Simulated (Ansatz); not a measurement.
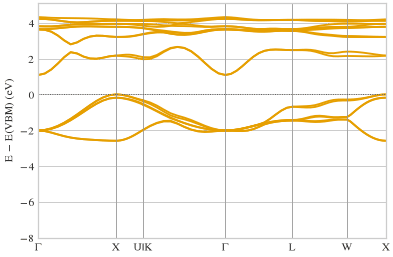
Figure: Band structure from DFT-PBE with spin–orbit coupling in the program Ansatz with PAW potentials

**Question.** Read off the gap and where the band edges lie.

**Answer.** About 1.1 eV (1.09 eV by a search for the band edges); maximum at X, minimum at Γ.

The material is LaN (zinc blende, F-43m).

The start of the workflow was typed in or built on a structure type; neither database checked (COD, Materials Project) lists it. COD files the formula under space group No. 225, so this cell is another polymorph or a model. Its standing as an ambient phase is unchecked. The cell was relaxed with PBE under the symmetry of its start; whether a distortion lowers the energy is not shown.

Potentials: the earlier of the program's two PAW sets.
